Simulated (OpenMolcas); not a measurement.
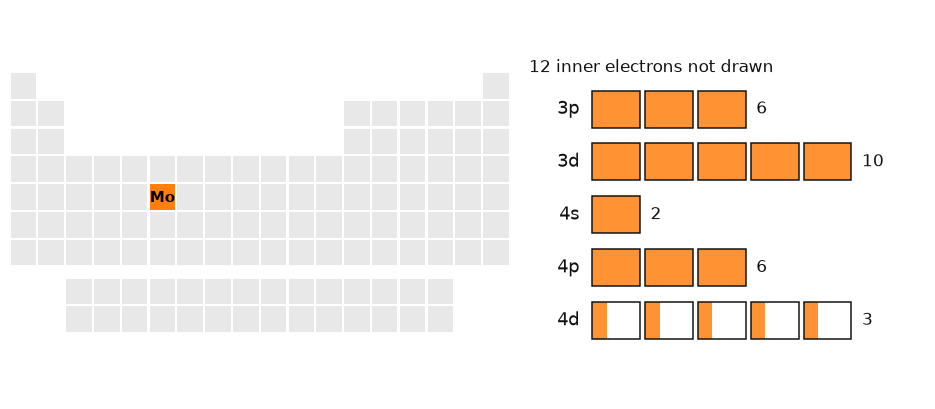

Figure 1. Left, the place of molybdenum in the periodic table; right, the outer shells of the leading configuration of the lowest level: a box for each of the 2l + 1 orbitals, shaded by the share of the shell that is filled, with the electron count at the right.

# Multiconfigurational calculation for Mo³⁺ complex (part 1 of 2)

System: Mo³⁺ with 6 ligands (Cl; octahedron, 2.45 Å), neutralised by 6 outer point charges of +0.5 e, whose field is part of the energies.
Method: state-averaged CASSCF, active space 3 electrons in the shell 4d, basis ANO-RCC-VTZP on the metal and ANO-RCC-VDZP on the ligands, DKH2 scalar Hamiltonian, spin-orbit coupling by RASSI with atomic mean-field integrals (OpenMolcas).

## Input
```
&GATEWAY
Coord
7

Mo 0.0 0.0 0.0
Cl 2.450000 0.000000 0.000000
Cl 0.000000 2.450000 0.000000
Cl -2.450000 0.000000 0.000000
Cl 0.000000 -2.450000 0.000000
Cl 0.000000 0.000000 2.450000
Cl 0.000000 0.000000 -2.450000
Basis=Mo.ANO-RCC-VTZP,Cl.ANO-RCC-VDZP
Group=XYZ
NoMove
AngMom=0.0 0.0 0.0
AMFI
RICD
XField
3 Angstrom 0
5.050000 0.000000 0.000000 0.500000
0.000000 5.050000 0.000000 0.500000
0.000000 0.000000 5.050000 0.500000
&SEWARD
&RASSCF
FileOrb=start.orb
Symmetry=1
Spin=4
nActEl=3 0 0
Inactive=36 36
Ras2=5 0
CIRoot=10 10 1
SDav=10
CIMx=300
Iter=150 100
PrWF=0.3
OrbListing=Nothing
MaxOrb=1
LevShft=1.0
>>> COPY $Project.JobIph JOB001
&RASSCF
FileOrb=start.orb
Symmetry=1
Spin=2
nActEl=3 0 0
Inactive=36 36
Ras2=5 0
CIRoot=40 40 1
SDav=40
CIMx=300
Iter=150 100
PrWF=0.3
OrbListing=Nothing
MaxOrb=0
LevShft=1.0
>>> COPY $Project.JobIph JOB002
&RASSI
NrOfJobIphs=2 10 40
1 2 3 4 5 6 7 8 9 10
1 2 3 4 5 6 7 8 9 10 11 12 13 14 15 16 17 18 19 20 21 22 23 24 25 26 27
28 29 30 31 32 33 34 35 36 37 38 39 40
IphNames
JOB001
JOB002
EJob
SpinOrbit
DIPRint=1.0
SOCoupling=1000.0
Subsets=2
Property=9
'ANGMOM' 1 'ANGMOM' 2 'ANGMOM' 3 'MLTPL  1' 1 'MLTPL  1' 2 'MLTPL  1' 3
'AMFI' 1 'AMFI' 2 'AMFI' 3
SOProperty=3
'ANGMOM' 1 'ANGMOM' 2 'ANGMOM' 3
```

The file start.orb holds starting orbitals from an earlier step. A driver script formed the levels outside the program, from RASSI's spin-orbit matrix and the active-space energies, averaged over the components of each term or state.

Hardware: 1 thread of Arm Neoverse V2, 24 GiB of memory available, shared host.

Command:
```bash
OMP_NUM_THREADS=1 MOLCAS_MEM=2457 MOLCAS_PROJECT=a pymolcas a.inp > a.log  # once for each step of the input, in one work folder
```

## The program's output (extracts)
```
--- SEWARD ---
Basis set label: MO.ANO-RCC...7S6P4D2F1G.

      Electronic valence basis set:
      ------------------
      Associated Effective Charge  42.000000 au
      Associated Actual Charge     42.000000 au
      Nuclear Model: Point charge

      Shell  nPrim  nBasis  Cartesian Spherical Contaminant
         s      21       7        X
         p      18       6        X
         d      13       4                 X
         f       6       2                 X
         g       4       1                 X
                  Relativistic Douglas-Kroll-Hess integrals:
                    - DKH order of Hamiltonian: 2
                    - DKH order of Properties : 0
                  Atomic mean-field integrals
--- RASSCF ---
Wave function specifications:
      -----------------------------

      Number of closed shell electrons         144
      Number of electrons in active shells       3
      Max number of holes in RAS1 space          0
      Max nr of electrons in RAS3 space          0
      Number of inactive orbitals               72
      Number of active orbitals                  5
      Number of secondary orbitals              99
      Spin quantum number                      1.5
      State symmetry                             1
Orbital specifications:
      -----------------------

      Symmetry species                           1   2
                                                ag  au
      Frozen orbitals                            0   0
      Inactive orbitals                         36  36
      Active orbitals                            5   0
      RAS1 orbitals                              0   0
      RAS2 orbitals                              5   0
      RAS3 orbitals                              0   0
      Secondary orbitals                        49  50
      Deleted orbitals                           0   0
      Number of basis functions                 90  86
      Number of CSFs                            10
      Number of root(s) required                10
      Iter CI   SX   CI       RASSCF       Energy    max ROT     max BLB   max BLB  Level Ln srch  Step   QN
          iter iter root      energy       change     param      element    value   shift minimum  type update
 Nr of preliminary CI iterations:   1
      Total energies have been shifted. Add                -6000.00 au
        1   1   12    0  -811.71403671    0.00E+00  -8.72E-02   36  39 1  1.77E-01*  0.95   0.00    SX    NO
        2   1   13    0  -812.17339085   -4.59E-01* -6.99E-02   36  39 1  1.18E-01*  0.75   0.00    SX    NO
        3   1   12    0  -812.28284578   -1.09E-01* -3.50E-02   36  39 1  6.12E-02*  0.75   0.00    SX    NO
        4   1   12    0  -812.30537780   -2.25E-02* -1.94E-02   36  39 1  3.46E-02*  0.76   0.00    SX    NO
        5   1   11    0  -812.31251997   -7.14E-03* -2.52E-02   36  39 1  2.13E-02*  0.77   2.50    LS   YES
        6   1   11    0  -812.31661076   -4.09E-03*  6.69E-03   14  44 2 -6.08E-03*  0.77   1.19    QN   YES
        7   1   10    0  -812.31722370   -6.13E-04*  3.71E-03   14  44 2 -2.82E-03*  0.77   1.57    LS   YES
        8   1   10    0  -812.31731595   -9.23E-05*  1.37E-03    8  55 2 -2.63E-03*  0.77   1.03    QN   YES
        9   1    9    0  -812.31738630   -7.03E-05*  6.67E-04   12  60 2 -7.77E-04*  0.77   1.49    LS   YES
       10   1    9    0  -812.31739481   -8.52E-06*  1.93E-04    9  63 1 -1.20E-03*  0.77   1.00    QN   YES
       11   1    9    0  -812.31739965   -4.84E-06*  1.15E-04   14  61 2 -2.45E-04*  0.77   1.60    LS   YES
       12   1    9    0  -812.31740044   -7.89E-07*  1.36E-04    9  59 2  4.06E-04*  0.77   1.00    QN   YES
       13   1    8    0  -812.31740118   -7.44E-07* -1.06E-04   14  44 2 -1.11E-04*  0.77   1.50    QN   YES
       14   1    7    0  -812.31740143   -2.51E-07*  3.13E-05    8  47 1  5.61E-05   0.77   1.20    QN   YES
       15   1    6    0  -812.31740146   -2.33E-08*  1.18E-05    9  59 2 -1.89E-05   0.77   1.33    QN   YES
       16   1    5    0  -812.31740146   -3.84E-09   3.47E-06   14  57 1 -6.05E-06   0.77   1.28    QN   YES
      Convergence after 16 iterations
       17   1    5    0  -812.31740146   -5.61E-10   3.47E-06    6  45 1 -2.31E-06   0.77   1.28    QN   YES
      Natural orbitals and occupation numbers for root  1
      sym 1:   1.000000   1.000000   0.000000   1.000000   0.000000
      Natural orbitals and occupation numbers for root  2
      sym 1:   1.000000   0.000193   0.000193   0.999807   0.999807
      Natural orbitals and occupation numbers for root  3
      sym 1:   1.000000   0.999806   0.999806   0.000194   0.000194
::    RASSCF root number  1 Total energy:  -6812.42799132
::    RASSCF root number  2 Total energy:  -6812.34730550
::    RASSCF root number  3 Total energy:  -6812.34730550
::    RASSCF root number  4 Total energy:  -6812.34730550
::    RASSCF root number  5 Total energy:  -6812.31685513
::    RASSCF root number  6 Total energy:  -6812.31685513
::    RASSCF root number  7 Total energy:  -6812.31685513
::    RASSCF root number  8 Total energy:  -6812.25118047
::    RASSCF root number  9 Total energy:  -6812.25118047
::    RASSCF root number 10 Total energy:  -6812.25118047
--- RASSCF ---
Wave function specifications:
      -----------------------------

      Number of closed shell electrons         144
      Number of electrons in active shells       3
      Max number of holes in RAS1 space          0
      Max nr of electrons in RAS3 space          0
      Number of inactive orbitals               72
      Number of active orbitals                  5
      Number of secondary orbitals              99
      Spin quantum number                      0.5
      State symmetry                             1
Orbital specifications:
      -----------------------

      Symmetry species                           1   2
                                                ag  au
      Frozen orbitals                            0   0
      Inactive orbitals                         36  36
      Active orbitals                            5   0
      RAS1 orbitals                              0   0
      RAS2 orbitals                              5   0
      RAS3 orbitals                              0   0
      Secondary orbitals                        49  50
      Deleted orbitals                           0   0
      Number of basis functions                 90  86
      Number of CSFs                            40
      Number of root(s) required                40
      Iter CI   SX   CI       RASSCF       Energy    max ROT     max BLB   max BLB  Level Ln srch  Step   QN
          iter iter root      energy       change     param      element    value   shift minimum  type update
 Nr of preliminary CI iterations:   1
      Total energies have been shifted. Add                -6000.00 au
        1   1   11    0  -812.24852699    0.00E+00  -9.66E-03   38  44 1 -8.29E-03*  0.75   0.00    SX    NO
        2   1   10    0  -812.24940831   -8.81E-04*  4.75E-03   30  39 1  4.83E-03*  0.74   0.00    SX    NO
        3   1   10    0  -812.24973304   -3.25E-04*  2.90E-03   30  39 1  3.16E-03*  0.74   0.00    SX    NO
        4   1   10    0  -812.24986503   -1.32E-04*  1.71E-03   30  39 1  2.16E-03*  0.74   0.00    SX    NO
        5   1    9    0  -812.24992092   -5.59E-05*  2.52E-03   30  39 1  1.43E-03*  0.74   2.50    LS   YES
        6   1    9    0  -812.24996097   -4.00E-05*  6.37E-04   32  38 1 -4.21E-04*  0.74   1.29    QN   YES
        7   1    8    0  -812.24996397   -3.00E-06*  1.24E-04   28  46 2 -1.19E-04*  0.74   1.13    QN   YES
        8   1    7    0  -812.24996427   -2.97E-07*  9.27E-05   28  42 1 -7.31E-05   0.74   1.75    LS   YES
        9   1    7    0  -812.24996434   -6.62E-08*  8.02E-05   30  39 1 -6.22E-05   0.74   1.00    QN   YES
       10   1    6    0  -812.24996438   -4.10E-08*  2.89E-05   30  39 1 -2.35E-05   0.74   1.36    QN   YES
       11   1    6    0  -812.24996439   -7.18E-09  -1.17E-05   32  38 1 -9.31E-06   0.74   1.34    QN   YES
      Convergence after 11 iterations
       12   1    6    0  -812.24996439   -2.07E-09  -1.17E-05   32  38 1 -6.28E-06   0.74   1.34    QN   YES
      Natural orbitals and occupation numbers for root  1
      sym 1:   0.004411   0.992931   1.003252   0.976244   0.023162
      Natural orbitals and occupation numbers for root  2
      sym 1:   0.023162   1.005374   0.978366   0.988687   0.004411
      Natural orbitals and occupation numbers for root  3
      sym 1:   0.007969   0.999205   0.986060   0.996488   0.010278
::    RASSCF root number  1 Total energy:  -6812.36597082
::    RASSCF root number  2 Total energy:  -6812.36597082
::    RASSCF root number  3 Total energy:  -6812.36325658
::    RASSCF root number  4 Total energy:  -6812.36325658
::    RASSCF root number  5 Total energy:  -6812.36325658
::    RASSCF root number  6 Total energy:  -6812.33401561
::    RASSCF root number  7 Total energy:  -6812.33401561
::    RASSCF root number  8 Total energy:  -6812.33401561
::    RASSCF root number  9 Total energy:  -6812.29723843
::    RASSCF root number 10 Total energy:  -6812.29135029
::    RASSCF root number 11 Total energy:  -6812.29135029
::    RASSCF root number 12 Total energy:  -6812.29135029
::    RASSCF root number 13 Total energy:  -6812.28699767
::    RASSCF root number 14 Total energy:  -6812.28699767
::    RASSCF root number 15 Total energy:  -6812.28699767
::    RASSCF root number 16 Total energy:  -6812.27933802
::    RASSCF root number 17 Total energy:  -6812.27933802
::    RASSCF root number 18 Total energy:  -6812.26889196
::    RASSCF root number 19 Total energy:  -6812.26889196
::    RASSCF root number 20 Total energy:  -6812.26889196
::    RASSCF root number 21 Total energy:  -6812.24582983
::    RASSCF root number 22 Total energy:  -6812.24582983
::    RASSCF root number 23 Total energy:  -6812.24582983
::    RASSCF root number 24 Total energy:  -6812.23927489
::    RASSCF root number 25 Total energy:  -6812.21072515
::    RASSCF root number 26 Total energy:  -6812.21072515
::    RASSCF root number 27 Total energy:  -6812.21072515
::    RASSCF root number 28 Total energy:  -6812.20643563
::    RASSCF root number 29 Total energy:  -6812.20643563
::    RASSCF root number 30 Total energy:  -6812.20643563
```

(Continued in part 2.) Outcome of the run: converged.
